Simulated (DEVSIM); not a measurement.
Structure: Si p-n junction from an implanted or diffused profile, at 300 K.

```csv
layer (left to right),material,thickness (μm),Nd (cm⁻³),τn (s),τp (s)
1,Si,20.0,6.1e16,4e-6,4e-6
```

Added acceptor profile: 2.3e18 cm⁻³ × exp(−(x − 0.061 μm)²/(2·(0.043 μm)²)). Left contact: ohmic. Right contact: ohmic. Voltage is applied to the left contact. Recombination: SRH at mid-gap, Auger. Mobility is μmin + (μ − μmin)/(1 + (N/Nref)^α).

This is a model device: material constants are rounded textbook-type values typed into the input, and sizes, dopings and lifetimes were drawn at random. Values at 300 K.

```tsv
parameter	Si
gap (eV)	1.124
affinity (eV)	4.05
permittivity	11.7
Nc (cm⁻³)	2.86e19
Nv (cm⁻³)	3.1e19
μn (cm²/Vs)	1417
μp (cm²/Vs)	470
μn,min	52
μp,min	45
Nref,n	9.7e16
Nref,p	2.2e17
αn	0.68
αp	0.72
Cn (cm⁶/s)	2.8e-31
Cp (cm⁶/s)	9.9e-32
```

Model (solved in DEVSIM): 1D drift-diffusion, Boltzmann statistics, complete ionisation; no tunnelling, impact ionisation, image-force lowering or self-heating.

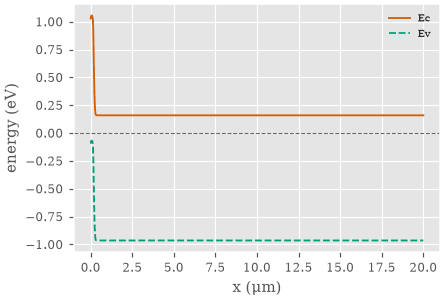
Figure: Band edges at zero bias

Energies count from the Fermi level of the right contact; mesh points crowd at the junctions.

| x (μm) | Ec (eV) | Ev (eV) | n (cm⁻³) | p (cm⁻³) | field (V/cm) |
|---|---|---|---|---|---|
| 0.000 | 1.029 | -0.095 | 150 | 7.8e17 | 8500 |
| 0.02115 | 1.044 | -0.080 | < 1e2 | 1.4e18 | 5900 |
| 0.04364 | 1.054 | -0.070 | < 1e2 | 2.0e18 | 2500 |
| 0.07015 | 1.055 | -0.069 | < 1e2 | 2.2e18 | -1300 |
| 0.1095 | 1.039 | -0.085 | 100 | 1.1e18 | -7300 |
| 0.1427 | 0.986 | -0.138 | 770 | 1.5e17 | -38000 |
| 0.1754 | 0.750 | -0.374 | 7300000 | 1.6e13 | -90000 |
| 0.2210 | 0.388 | -0.736 | 8.6e12 | 1.4e7 | -62000 |
| 0.2536 | 0.236 | -0.888 | 3.1e15 | 38000 | -32000 |
| 0.3033 | 0.165 | -0.959 | 4.8e16 | 2400 | -3500 |
| 0.4196 | 0.159 | -0.965 | 6.1e16 | 1900 | ≈ 0 |
| 0.8224 | 0.159 | -0.965 | 6.1e16 | 1900 | ≈ 0 |
| 1.558 | 0.159 | -0.965 | 6.1e16 | 1900 | ≈ 0 |
| 3.311 | 0.159 | -0.965 | 6.1e16 | 1900 | ≈ 0 |
| 9.380 | 0.159 | -0.965 | 6.1e16 | 1900 | ≈ 0 |
| 15.21 | 0.159 | -0.965 | 6.1e16 | 1900 | ≈ 0 |
| 17.89 | 0.159 | -0.965 | 6.1e16 | 1900 | ≈ 0 |
| 19.04 | 0.159 | -0.965 | 6.1e16 | 1900 | ≈ 0 |
| 19.68 | 0.159 | -0.965 | 6.1e16 | 1900 | ≈ 0 |
| 19.87 | 0.159 | -0.965 | 6.1e16 | 1900 | ≈ 0 |
| 19.96 | 0.159 | -0.965 | 6.1e16 | 1900 | ≈ 0 |
| 20.00 | 0.159 | -0.965 | 6.1e16 | 1900 | ≈ 0 |
